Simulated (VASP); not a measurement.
Band structure of PbS (rock salt). Calculation: SCAN meta-GGA, VASP's PBE PAW potentials (set 64) (plane waves; VASP).

Unless said otherwise, spin-orbit coupling is left out, though it shifts the bands of the heavy elements here.

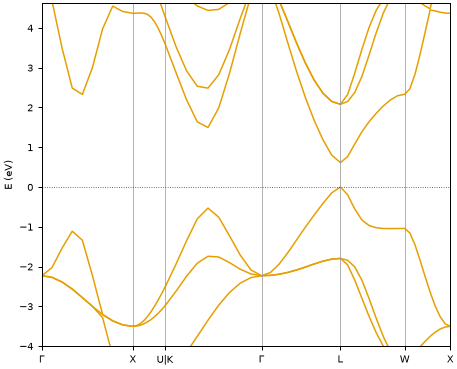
*Bands along high-symmetry lines, zero at the valence-band maximum or, without a gap, the Fermi level*

### Question
Read the plot: is there a gap, and where are the band edges?

### Answer
The gap is direct, 0.62 eV, from the valence maximum at L to the conduction minimum at L.

Measured: gap 0.37 eV (computed value off by +0.25 eV), as given by Wikipedia, List of semiconductor materials.

The compound is PbS in the rock salt structure. It was relaxed first.
